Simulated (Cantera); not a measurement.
Input: 1 mol Pb, 0.47 mol O₂, 2.4 mol H₂, at 1.95 Torr.

Equilibrium computed with Cantera from the NASA thermochemical tables; the gas is ideal and each condensed phase is pure. Candidate condensed phases: H₂O, Pb, PbO, PbO₂, Pb₃O₄; 12 gas species. Rates play no part.

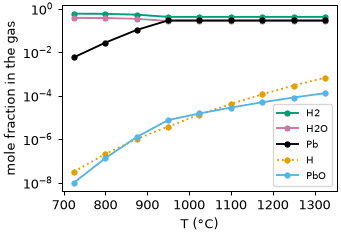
Figure: Equilibrium gas composition (values under 1e-9 drawn at 1e-9)

**Question.** Read off the mole fractions at 725 °C.

**Answer.** H₂ about 0.60, H₂O about 0.39, Pb about 0.0060, H about 3.3e-8, PbO about 1.0e-8.
